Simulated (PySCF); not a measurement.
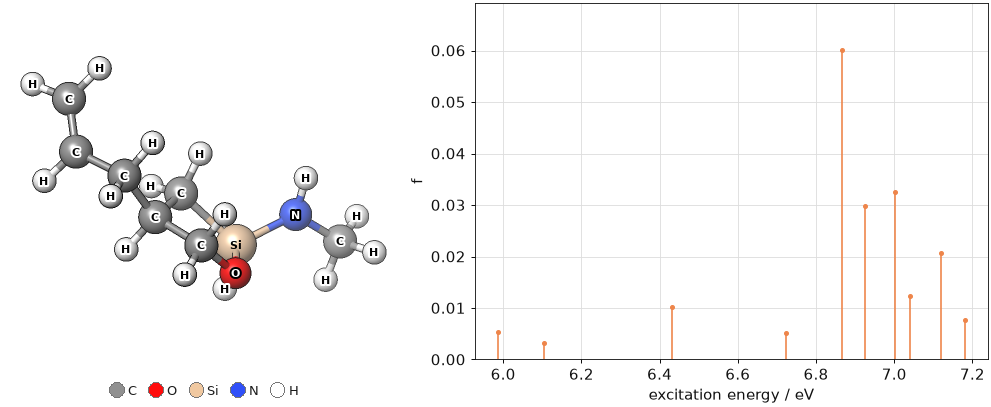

Computed absorption of C₇H₁₅NOSi, SMILES C=CC[C@@H]1CO[Si@H](NC)C1. Vertical TDDFT excitations, B3LYP/def2-SVPD, PySCF 2.14.0, at a PBE0-D3(BJ)/def2-SVP geometry (no frequency check), gas phase. Only the first 10 singlet excitations are included.

Which of the computed transitions is the brightest, and what character does the calculation give it?

Answer. S5 at 6.87 eV (181 nm), f = 0.060, mixed, the largest part being HOMO−1 → LUMO+1 (41 %) (S6 lies within 0.06 eV, too close to order).

Does any vertical transition fall in the visible?

Answer. No singlet lies below 3.1 eV (beyond 400 nm), so at this level no vertical transition falls in the visible.

Caveats: states above the negative HOMO energy depend on the basis; one conformer of a flexible molecule; core orbitals are frozen in the response.
